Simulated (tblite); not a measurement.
**Geometry relaxation of C$_{5}$H$_{16}$GeSi (part 3 of 4)**

C$_{5}$H$_{16}$GeSi; GFN2-xTB geometry optimisation, gas phase (tblite 0.8.0). It belongs to a series of runs on one base structure; here: H on C replaced by C2H5.

Geometry of the input (Å):
```
C  1.7470  1.5336  0.2516
C  1.4230  0.2643  -0.5401
C  1.1148  -0.9452  0.3847
C  1.0146  -2.2200  -0.4533
Si -0.4984  -0.7106  1.3639
Ge -2.2703  -0.1722  -0.0410
C  -2.2355  1.7378  -0.4257
H  2.5535  1.3567  0.9952
H  2.0798  2.3242  -0.4493
H  0.8305  1.9055  0.7833
H  0.5848  0.4472  -1.2335
H  2.3192  0.0144  -1.1425
H  1.9231  -1.0669  1.1283
H  0.2106  -2.1538  -1.2055
H  0.8092  -3.0891  0.2177
H  1.9747  -2.4133  -0.9556
H  -0.3288  0.3590  2.3595
H  -0.8105  -1.9653  2.0634
H  -2.1623  -0.9742  -1.3520
H  -3.5898  -0.5154  0.6849
H  -3.1264  2.0074  -1.0281
H  -1.3151  1.9934  -0.9801
H  -2.2526  2.3098  0.5437
```

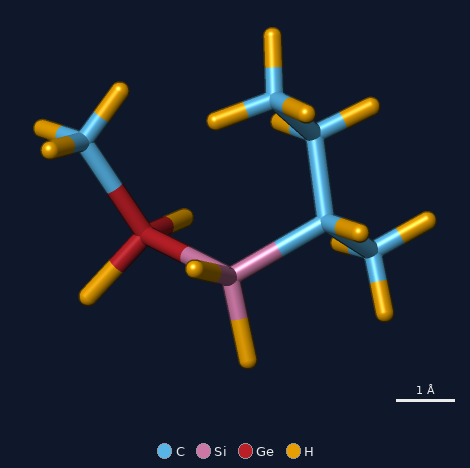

The geometry at step 71 of the log (stick view, seen at an oblique angle).

### Trajectory as extended XYZ, continued
```
23
Properties=species:S:1:pos:R:3:forces:R:3 step=56 energy=-612.65540
C     1.7082    1.5039    0.2417    0.0010   0.0140   0.0010
C     1.4582    0.2074   -0.5153    0.0100   0.0130   0.0010
C     1.1626   -0.9759    0.4048    0.0000   0.0040  -0.0060
C     1.0543   -2.2554   -0.4198    0.0050  -0.0050  -0.0040
Si   -0.4436   -0.7314    1.4116   -0.0130  -0.0030   0.0110
Ge   -2.1952   -0.0994   -0.0183    0.0060  -0.0070   0.0070
C    -2.3207    1.8235   -0.4522   -0.0040   0.0150  -0.0040
H     2.5123    1.3736    0.9635   -0.0060  -0.0070  -0.0020
H     1.9928    2.2990   -0.4446   -0.0040   0.0010  -0.0090
H     0.8160    1.8194    0.7787   -0.0010   0.0000  -0.0060
H     0.6179    0.3432   -1.2063    0.0020  -0.0080   0.0070
H     2.3403   -0.0224   -1.1214    0.0010  -0.0040  -0.0080
H     2.0053   -1.0864    1.0950   -0.0040  -0.0030   0.0010
H     0.2170   -2.1904   -1.1152    0.0010  -0.0030   0.0040
H     0.8990   -3.1191    0.2228    0.0070  -0.0030  -0.0070
H     1.9612   -2.4201   -1.0012    0.0050  -0.0130   0.0010
H    -0.2424    0.2583    2.4790   -0.0120   0.0030   0.0020
H    -0.7530   -1.9993    2.0854    0.0010   0.0010   0.0020
H    -2.2072   -0.8236   -1.3490    0.0050  -0.0020  -0.0070
H    -3.5464   -0.4861    0.5399   -0.0050  -0.0030   0.0020
H    -3.2065    2.0285   -1.0475   -0.0080   0.0080   0.0000
H    -1.4543    2.1589   -1.0168    0.0090   0.0020   0.0100
H    -2.3807    2.4209    0.4545    0.0020  -0.0010   0.0020
23
Properties=species:S:1:pos:R:3:forces:R:3 step=59 energy=-612.65569
C     1.7046    1.5053    0.2366    0.0040   0.0000  -0.0040
C     1.4593    0.2062   -0.5184    0.0010   0.0120   0.0010
C     1.1634   -0.9755    0.4038    0.0060   0.0080   0.0020
C     1.0572   -2.2585   -0.4154    0.0030  -0.0080   0.0010
Si   -0.4441   -0.7335    1.4103   -0.0110   0.0010  -0.0030
Ge   -2.1932   -0.0964   -0.0207   -0.0060  -0.0130   0.0110
C    -2.3206    1.8288   -0.4460   -0.0030   0.0040  -0.0020
H     2.5064    1.3759    0.9612   -0.0060   0.0000  -0.0030
H     1.9921    2.2978   -0.4519   -0.0120   0.0000   0.0060
H     0.8106    1.8213    0.7710    0.0070  -0.0020  -0.0190
H     0.6194    0.3373   -1.2108    0.0040   0.0000   0.0020
H     2.3435   -0.0217   -1.1229   -0.0120  -0.0090   0.0040
H     2.0042   -1.0834    1.0962    0.0110  -0.0030   0.0040
H     0.2173   -2.1998   -1.1077    0.0000  -0.0020  -0.0060
H     0.9064   -3.1182    0.2330   -0.0020  -0.0210   0.0020
H     1.9625   -2.4272   -0.9976    0.0110   0.0060  -0.0060
H    -0.2456    0.2537    2.4808   -0.0100  -0.0030   0.0000
H    -0.7536   -2.0057    2.0761    0.0010   0.0080   0.0060
H    -2.2049   -0.8157   -1.3547    0.0100   0.0050  -0.0020
H    -3.5462   -0.4873    0.5331    0.0060   0.0020   0.0010
H    -3.2055    2.0319   -1.0431   -0.0050   0.0180  -0.0060
H    -1.4526    2.1685   -1.0054    0.0060   0.0010  -0.0010
H    -2.3851    2.4232    0.4621   -0.0020  -0.0040   0.0110
23
Properties=species:S:1:pos:R:3:forces:R:3 step=62 energy=-612.65591
C     1.7029    1.5064    0.2327   -0.0020  -0.0080  -0.0050
C     1.4598    0.2064   -0.5203   -0.0090  -0.0260   0.0000
C     1.1642   -0.9747    0.4034   -0.0020  -0.0180   0.0090
C     1.0595   -2.2613   -0.4124    0.0020   0.0020   0.0050
Si   -0.4455   -0.7345    1.4088    0.0150   0.0020  -0.0080
Ge   -2.1930   -0.0959   -0.0214   -0.0050   0.0190  -0.0150
C    -2.3206    1.8322   -0.4419   -0.0020  -0.0080   0.0040
H     2.5021    1.3774    0.9596    0.0070   0.0070   0.0030
H     1.9905    2.2977   -0.4563    0.0020   0.0100  -0.0030
H     0.8076    1.8229    0.7634   -0.0110   0.0010  -0.0030
H     0.6207    0.3340   -1.2136   -0.0060   0.0070  -0.0040
H     2.3441   -0.0224   -1.1236    0.0010  -0.0090   0.0000
H     2.0045   -1.0815    1.0972    0.0030   0.0030  -0.0030
H     0.2180   -2.2063   -1.1038    0.0120  -0.0020   0.0010
H     0.9107   -3.1197    0.2392    0.0020   0.0010  -0.0100
H     1.9646   -2.4311   -0.9956   -0.0040   0.0140   0.0050
H    -0.2501    0.2509    2.4816   -0.0070  -0.0030  -0.0010
H    -0.7543   -2.0085    2.0711    0.0000   0.0060   0.0100
H    -2.2022   -0.8109   -1.3583    0.0090   0.0060   0.0040
H    -3.5458   -0.4885    0.5291   -0.0050  -0.0010   0.0050
H    -3.2045    2.0372   -1.0406    0.0120   0.0140   0.0020
H    -1.4503    2.1740   -0.9974   -0.0090  -0.0050   0.0040
H    -2.3875    2.4233    0.4686   -0.0020  -0.0100   0.0000
23
Properties=species:S:1:pos:R:3:forces:R:3 step=65 energy=-612.65632
C     1.6985    1.5068    0.2233   -0.0130   0.0000   0.0050
C     1.4596    0.2022   -0.5240    0.0020  -0.0070  -0.0040
C     1.1663   -0.9762    0.4045   -0.0050  -0.0070  -0.0040
C     1.0650   -2.2674   -0.4049    0.0010   0.0040  -0.0030
Si   -0.4465   -0.7369    1.4048   -0.0020   0.0000   0.0050
Ge   -2.1931   -0.0916   -0.0253    0.0110   0.0130  -0.0060
C    -2.3213    1.8388   -0.4328    0.0000   0.0070   0.0030
H     2.4935    1.3824    0.9561   -0.0020   0.0100  -0.0080
H     1.9868    2.2983   -0.4659    0.0130  -0.0200  -0.0080
H     0.7994    1.8256    0.7460   -0.0150  -0.0090   0.0160
H     0.6222    0.3274   -1.2200   -0.0110  -0.0070   0.0020
H     2.3451   -0.0267   -1.1249    0.0100  -0.0130  -0.0050
H     2.0067   -1.0771    1.0992   -0.0050   0.0030  -0.0050
H     0.2218   -2.2200   -1.0948    0.0080   0.0050   0.0030
H     0.9206   -3.1240    0.2507    0.0100   0.0120  -0.0130
H     1.9687   -2.4361   -0.9907    0.0000   0.0120   0.0130
H    -0.2604    0.2436    2.4837    0.0040   0.0030  -0.0050
H    -0.7541   -2.0136    2.0632   -0.0050   0.0090   0.0050
H    -2.1950   -0.7974   -1.3662    0.0030   0.0000  -0.0050
H    -3.5458   -0.4902    0.5203   -0.0070  -0.0030   0.0020
H    -3.2009    2.0513   -1.0355    0.0090   0.0000   0.0060
H    -1.4479    2.1858   -0.9800   -0.0060  -0.0060   0.0070
H    -2.3940    2.4218    0.4826    0.0000  -0.0080  -0.0010
23
Properties=species:S:1:pos:R:3:forces:R:3 step=68 energy=-612.65658
C     1.6935    1.5062    0.2179   -0.0010  -0.0070  -0.0030
C     1.4600    0.1983   -0.5269   -0.0020   0.0100   0.0010
C     1.1673   -0.9778    0.4049   -0.0030   0.0170   0.0000
C     1.0689   -2.2711   -0.4003    0.0020   0.0050  -0.0040
Si   -0.4468   -0.7383    1.4028   -0.0080   0.0050   0.0000
Ge   -2.1908   -0.0861   -0.0282   -0.0060  -0.0180   0.0080
C    -2.3229    1.8448   -0.4268    0.0030  -0.0010   0.0020
H     2.4875    1.3870    0.9527   -0.0080   0.0000  -0.0020
H     1.9846    2.2955   -0.4731   -0.0070  -0.0190  -0.0050
H     0.7918    1.8246    0.7378    0.0050  -0.0120   0.0000
H     0.6224    0.3208   -1.2238    0.0030  -0.0130   0.0030
H     2.3475   -0.0309   -1.1258   -0.0110  -0.0020   0.0070
H     2.0075   -1.0745    1.1002   -0.0030  -0.0010   0.0010
H     0.2244   -2.2291   -1.0880   -0.0050   0.0070  -0.0120
H     0.9295   -3.1259    0.2574    0.0040  -0.0080   0.0050
H     1.9717   -2.4378   -0.9868    0.0180   0.0080  -0.0030
H    -0.2641    0.2383    2.4853    0.0090   0.0090  -0.0020
H    -0.7554   -2.0164    2.0574   -0.0100   0.0040   0.0060
H    -2.1882   -0.7867   -1.3720    0.0000   0.0010  -0.0040
H    -3.5449   -0.4904    0.5148    0.0130   0.0020  -0.0090
H    -3.1996    2.0589   -1.0319   -0.0100   0.0000  -0.0020
H    -1.4485    2.1951   -0.9692    0.0130   0.0060  -0.0010
H    -2.4002    2.4223    0.4909    0.0010   0.0060   0.0130
23
Properties=species:S:1:pos:R:3:forces:R:3 step=71 energy=-612.65688
C     1.6881    1.5050    0.2114    0.0090  -0.0050  -0.0050
C     1.4594    0.1952   -0.5298   -0.0110  -0.0140   0.0080
C     1.1672   -0.9775    0.4054   -0.0040  -0.0130   0.0100
C     1.0735   -2.2738   -0.3962    0.0040   0.0010  -0.0010
Si   -0.4490   -0.7389    1.4007    0.0050   0.0030   0.0030
Ge   -2.1901   -0.0837   -0.0309   -0.0020   0.0020  -0.0110
C    -2.3230    1.8502   -0.4193    0.0050  -0.0050   0.0030
H     2.4800    1.3921    0.9488    0.0040  -0.0170   0.0120
H     1.9827    2.2895   -0.4825   -0.0210   0.0140  -0.0120
H     0.7843    1.8226    0.7281    0.0060  -0.0010  -0.0110
H     0.6221    0.3127   -1.2275    0.0010  -0.0050  -0.0080
H     2.3479   -0.0364   -1.1263   -0.0090   0.0110   0.0050
H     2.0075   -1.0710    1.1010   -0.0060   0.0010   0.0100
H     0.2281   -2.2368   -1.0837    0.0100   0.0020  -0.0060
H     0.9389   -3.1282    0.2637    0.0010   0.0060  -0.0030
H     1.9781   -2.4371   -0.9816    0.0010   0.0060  -0.0040
H    -0.2692    0.2357    2.4854    0.0120   0.0130  -0.0020
H    -0.7586   -2.0172    2.0542   -0.0100   0.0000   0.0050
H    -2.1820   -0.7770   -1.3788   -0.0030   0.0010   0.0000
H    -3.5437   -0.4919    0.5074    0.0000  -0.0030  -0.0070
H    -3.1969    2.0694   -1.0275    0.0020  -0.0080   0.0090
H    -1.4455    2.2033   -0.9556    0.0020   0.0070   0.0090
H    -2.4044    2.4206    0.5030    0.0040   0.0040  -0.0040
23
Properties=species:S:1:pos:R:3:forces:R:3 step=74 energy=-612.65731
C     1.6827    1.5028    0.2020   -0.0090   0.0080   0.0040
C     1.4566    0.1895   -0.5323    0.0050  -0.0010  -0.0050
C     1.1662   -0.9787    0.4077    0.0030  -0.0150  -0.0010
C     1.0803   -2.2768   -0.3912    0.0020  -0.0090   0.0020
Si   -0.4518   -0.7392    1.3989   -0.0060  -0.0050   0.0110
Ge   -2.1897   -0.0816   -0.0363    0.0210   0.0200  -0.0030
C    -2.3215    1.8559   -0.4084    0.0040   0.0070   0.0040
H     2.4703    1.3952    0.9455    0.0030  -0.0120  -0.0180
H     1.9765    2.2835   -0.4970   -0.0090   0.0110   0.0090
H     0.7762    1.8202    0.7129   -0.0070   0.0170   0.0000
H     0.6218    0.3009   -1.2337   -0.0110   0.0040   0.0000
H     2.3461   -0.0419   -1.1261    0.0150  -0.0050  -0.0070
H     2.0060   -1.0659    1.1043   -0.0040  -0.0040   0.0180
H     0.2352   -2.2455   -1.0800    0.0210  -0.0040   0.0050
H     0.9507   -3.1299    0.2714   -0.0030   0.0020  -0.0140
H     1.9872   -2.4347   -0.9752   -0.0140   0.0000   0.0020
H    -0.2734    0.2357    2.4846    0.0120   0.0050  -0.0110
H    -0.7647   -2.0178    2.0516   -0.0070   0.0100   0.0010
H    -2.1761   -0.7645   -1.3886   -0.0020  -0.0020  -0.0070
H    -3.5428   -0.4948    0.4952   -0.0190  -0.0080  -0.0020
H    -3.1923    2.0818   -1.0195    0.0160  -0.0130   0.0130
H    -1.4400    2.2146   -0.9352   -0.0140   0.0000   0.0090
H    -2.4083    2.4182    0.5189    0.0030  -0.0060  -0.0120
23
Properties=species:S:1:pos:R:3:forces:R:3 step=77 energy=-612.65770
C     1.6742    1.5007    0.1915   -0.0150   0.0010  -0.0040
C     1.4551    0.1822   -0.5362    0.0040   0.0100  -0.0040
C     1.1665   -0.9818    0.4101    0.0050   0.0170  -0.0010
C     1.0887   -2.2823   -0.3840    0.0020   0.0000   0.0050
Si   -0.4542   -0.7405    1.3975    0.0050   0.0000  -0.0090
Ge   -2.1850   -0.0740   -0.0420   -0.0090  -0.0160   0.0110
C    -2.3213    1.8652   -0.3960    0.0040  -0.0030   0.0040
H     2.4593    1.3977    0.9386   -0.0020   0.0030  -0.0260
H     1.9662    2.2786   -0.5115    0.0030   0.0060   0.0180
H     0.7645    1.8182    0.6967   -0.0070   0.0120   0.0090
H     0.6216    0.2866   -1.2411    0.0020   0.0010   0.0110
H     2.3479   -0.0483   -1.1263    0.0020  -0.0070   0.0010
H     2.0040   -1.0613    1.1108   -0.0030  -0.0070   0.0040
H     0.2437   -2.2593   -1.0721   -0.0040  -0.0020  -0.0050
H     0.9661   -3.1333    0.2812   -0.0060  -0.0260   0.0000
H     1.9951   -2.4343   -0.9692    0.0090  -0.0110  -0.0030
H    -0.2731    0.2328    2.4841    0.0090   0.0020  -0.0090
H    -0.7733   -2.0197    2.0446   -0.0080   0.0030   0.0090
H    -2.1657   -0.7464   -1.4004    0.0000   0.0050   0.0020
H    -3.5409   -0.4969    0.4816    0.0080   0.0020  -0.0140
H    -3.1889    2.0917   -1.0098   -0.0050  -0.0020  -0.0070
H    -1.4386    2.2324   -0.9131    0.0080   0.0070  -0.0110
H    -2.4165    2.4190    0.5345    0.0000   0.0040   0.0170
23
Properties=species:S:1:pos:R:3:forces:R:3 step=80 energy=-612.65803
C     1.6673    1.4999    0.1847    0.0030   0.0050  -0.0020
C     1.4538    0.1786   -0.5386   -0.0080  -0.0050   0.0070
C     1.1665   -0.9827    0.4119   -0.0020  -0.0100  -0.0010
C     1.0943   -2.2855   -0.3800    0.0000  -0.0050  -0.0050
Si   -0.4559   -0.7411    1.3962    0.0070   0.0000  -0.0080
Ge   -2.1835   -0.0722   -0.0447   -0.0080  -0.0040  -0.0050
C    -2.3195    1.8696   -0.3874   -0.0010  -0.0020   0.0010
H     2.4530    1.3987    0.9305    0.0040   0.0120   0.0060
H     1.9602    2.2767   -0.5184    0.0030   0.0140  -0.0050
H     0.7570    1.8196    0.6879    0.0020  -0.0060   0.0080
H     0.6202    0.2783   -1.2436    0.0010  -0.0040  -0.0030
H     2.3482   -0.0537   -1.1262   -0.0090   0.0100   0.0050
H     2.0015   -1.0596    1.1161    0.0010   0.0010  -0.0090
H     0.2509   -2.2660   -1.0703   -0.0080   0.0000   0.0010
H     0.9735   -3.1384    0.2839    0.0000  -0.0010  -0.0010
H     2.0017   -2.4335   -0.9651    0.0080  -0.0150   0.0090
H    -0.2727    0.2345    2.4805    0.0060   0.0010  -0.0060
H    -0.7802   -2.0178    2.0454   -0.0030   0.0030   0.0080
H    -2.1608   -0.7366   -1.4073    0.0040   0.0070   0.0050
H    -3.5407   -0.4992    0.4707    0.0020   0.0020  -0.0080
H    -3.1850    2.0982   -1.0036   -0.0030   0.0000   0.0000
H    -1.4357    2.2417   -0.8997    0.0030   0.0000  -0.0030
H    -2.4191    2.4176    0.5465    0.0010  -0.0010   0.0060
23
Properties=species:S:1:pos:R:3:forces:R:3 step=83 energy=-612.65819
C     1.6663    1.5006    0.1835    0.0040   0.0030   0.0060
C     1.4522    0.1780   -0.5380    0.0020   0.0080  -0.0020
C     1.1661   -0.9838    0.4121    0.0010  -0.0030  -0.0050
C     1.0953   -2.2864   -0.3804   -0.0010  -0.0060  -0.0010
Si   -0.4559   -0.7411    1.3954   -0.0110  -0.0050   0.0060
Ge   -2.1844   -0.0736   -0.0455    0.0130   0.0140   0.0010
C    -2.3182    1.8693   -0.3856   -0.0010   0.0030  -0.0010
H     2.4528    1.4000    0.9288    0.0010   0.0100   0.0040
H     1.9594    2.2782   -0.5195   -0.0090  -0.0060   0.0000
H     0.7564    1.8199    0.6881    0.0060  -0.0030   0.0020
H     0.6193    0.2765   -1.2437   -0.0060  -0.0010  -0.0020
H     2.3464   -0.0536   -1.1254    0.0020   0.0040  -0.0020
H     2.0007   -1.0595    1.1165    0.0060  -0.0020  -0.0050
H     0.2523   -2.2657   -1.0716    0.0060  -0.0050   0.0010
H     0.9735   -3.1401    0.2825   -0.0040   0.0050   0.0010
H     2.0046   -2.4349   -0.9630   -0.0040  -0.0090   0.0040
H    -0.2711    0.2370    2.4774    0.0040  -0.0010  -0.0080
H    -0.7824   -2.0155    2.0492    0.0020   0.0070   0.0020
H    -2.1609   -0.7353   -1.4081    0.0050   0.0000  -0.0090
H    -3.5415   -0.5000    0.4666   -0.0120  -0.0020   0.0000
H    -3.1836    2.0990   -1.0020    0.0040   0.0010   0.0080
H    -1.4339    2.2421   -0.8976   -0.0090  -0.0070   0.0070
H    -2.4179    2.4160    0.5497    0.0020  -0.0080  -0.0100
23
Properties=species:S:1:pos:R:3:forces:R:3 step=86 energy=-612.65834
C     1.6618    1.5008    0.1788   -0.0020  -0.0080   0.0040
C     1.4510    0.1755   -0.5396    0.0040   0.0000  -0.0040
C     1.1665   -0.9861    0.4122    0.0020   0.0100   0.0000
C     1.0993   -2.2910   -0.3771    0.0000   0.0040   0.0060
Si   -0.4571   -0.7426    1.3935    0.0040   0.0020  -0.0010
Ge   -2.1820   -0.0694   -0.0482   -0.0060  -0.0080  -0.0010
C    -2.3185    1.8738   -0.3791   -0.0020  -0.0030  -0.0010
H     2.4480    1.4052    0.9250    0.0030   0.0020   0.0010
H     1.9534    2.2776   -0.5260   -0.0130  -0.0110   0.0000
H     0.7512    1.8187    0.6825   -0.0010   0.0020   0.0030
H     0.6187    0.2690   -1.2472    0.0000   0.0080   0.0060
H     2.3467   -0.0550   -1.1251    0.0050   0.0010  -0.0060
H     2.0007   -1.0577    1.1176    0.0040  -0.0050  -0.0050
H     0.2558   -2.2741   -1.0675    0.0080  -0.0060  -0.0090
H     0.9799   -3.1432    0.2879   -0.0090   0.0000   0.0110
H     2.0093   -2.4399   -0.9581   -0.0040  -0.0030  -0.0050
H    -0.2686    0.2353    2.4744    0.0010   0.0040   0.0000
H    -0.7874   -2.0149    2.0475    0.0010  -0.0040   0.0060
H    -2.1538   -0.7243   -1.4143    0.0050   0.0010  -0.0060
H    -3.5412   -0.5005    0.4576    0.0020   0.0010  -0.0040
H    -3.1825    2.1042   -0.9966   -0.0070   0.0060   0.0000
H    -1.4340    2.2506   -0.8867    0.0040   0.0010  -0.0010
H    -2.4220    2.4152    0.5582    0.0010   0.0030   0.0040
```
